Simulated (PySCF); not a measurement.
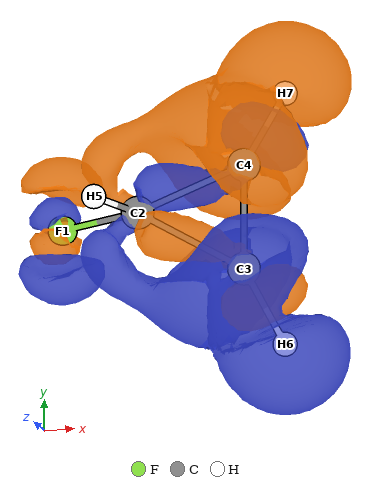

C3H3F, SMILES `FC1C=C1`. Change of the electron density in a uniform field of 0.41 V/Å, surfaces at ±0.003 e/Å³ (orange: gain, blue: loss).

Computed with PySCF, PBE0/6-31+G*, geometry: GFN2-xTB. No frequency check shows the geometry to be a minimum. The basis has diffuse s and p functions alone, which still leaves polarisabilities too small, most of all across bonds.

### Along which Cartesian direction does the field point?

Along −y: electrons gather on the +y side, against the field.

### What dipole is induced, and what polarisability does it imply?

The induced dipole is 0.70 D (along the field); α along this axis, from the fields in both directions, is 34 bohr³ (5.1 Å³).

### Which atoms gain and lose the most charge?

Electrons gather most on C4 (Hirshfeld charge changes by −0.022 e) and leave C3 most (+0.022 e); 0.072 electrons are displaced in all.
